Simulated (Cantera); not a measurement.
Input: 1 mol SiF₄, 2.7 mol N₂O, 2 mol H₂, 3.1 mol O₃, equilibrated at 0.830 bar.

These are equilibrium values from Cantera (NASA tables, ideal gas, pure condensed phases), not measurements of a reactor. Candidate condensed phases: H₂O, Si, SiO₂, Si₂N₂O, Si₃N₄; 58 gas species. The tables' values for SiF₃ are old estimates; treat these amounts as uncertain. The tables hold silica as quartz up to 1696 K and as liquid above; real silica turns to tridymite and cristobalite and melts near 1996 K. Gases not in the tables: Si(OH)₄. Kinetics and transport are ignored.

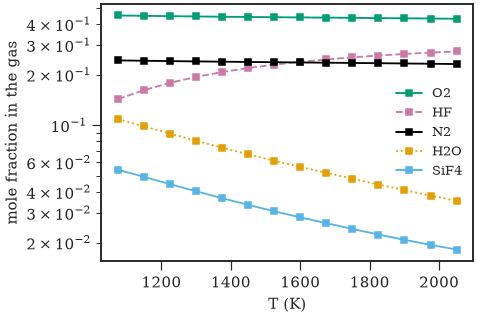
Fig. 1. Equilibrium gas composition (values under 1e-9 drawn at 1e-9)

From 1075 K to 1675 K the condensed part is SiO₂(β-quartz). From 1750 K to 1975 K the condensed part is SiO₂(condensed). At 2050 K the condensed part is SiO₂(l). The share of Si in condensed phases is highest at 2050 K (79.1 %) and lowest at 1075 K (39.7 %).
